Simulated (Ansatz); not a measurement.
## Energy against volume for CrI3 (BiI3 type, space group R-3)

CrI3 (BiI3 type, space group R-3)

```xyz
8
Lattice="3.4091 1.9682 6.4926 -3.4091 1.9682 6.4926 0.0000 -3.9365 6.4926" Properties=species:S:1:pos:R:3 pbc="T T T"
Cr     0.0000     0.0000     6.5026
Cr     0.0000     0.0000    12.9751
I     -2.2281    -0.0954     8.0470
I      1.1967    -1.8819     8.0470
I      1.0314     1.9773     8.0470
I      2.2281     0.0954    11.4307
I     -1.1967     1.8819    11.4307
I     -1.0314    -1.9773    11.4307
```

E(V) scan at fixed shape, V₀ the volume above. The atoms relax within the cell's symmetry.

Calculation: PBE-D3(BJ) (plane waves to 420 eV, PAW, scalar-relativistic; Ansatz, a program for electronic structure). k mesh 6×6×6 (Γ-centred), Fermi-Dirac smearing 0.05 eV. E stands for the smeared free energy. With the shape held, the modulus is that of even scaling; a crystal free to change shape is softer. CrI3 was relaxed with its symmetry unable to fall. Relaxed CrI3 ends ferromagnetic. Spin-orbit coupling is left out, though I is heavy. The magnetic order is the one the run started from; other orders were not tried. The zero of ΔE is the relaxed starting cell.

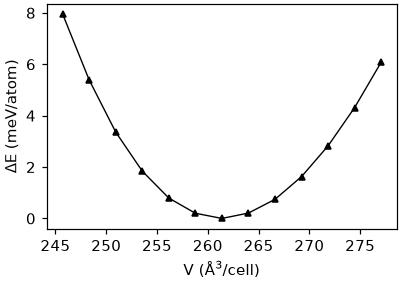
Figure: ΔE (meV/atom) against V (Å³/cell); computed points joined by lines.

The pressure for 5 % compression (fit) comes out as 1.1 GPa and the pressure at the smallest volume is 1.4 GPa. The energy cost of the largest expansion comes out as 6.1 meV/atom, the bulk modulus at fixed cell shape B₀ (third-order Birch-Murnaghan fit) is 18.9 GPa and the equilibrium volume of the fit is 32.67 Å³/atom.

P = (3B₀/2)(x⁷ − x⁵)[1 + ¾(B₀′ − 4)(x² − 1)] with x = (1/0.95)^(1/3), B₀ = 18.9 GPa and B₀′ = 5.92.

(A scan under strain: stresses follow from slopes of the energy per volume, elastic moduli from its curvatures.)
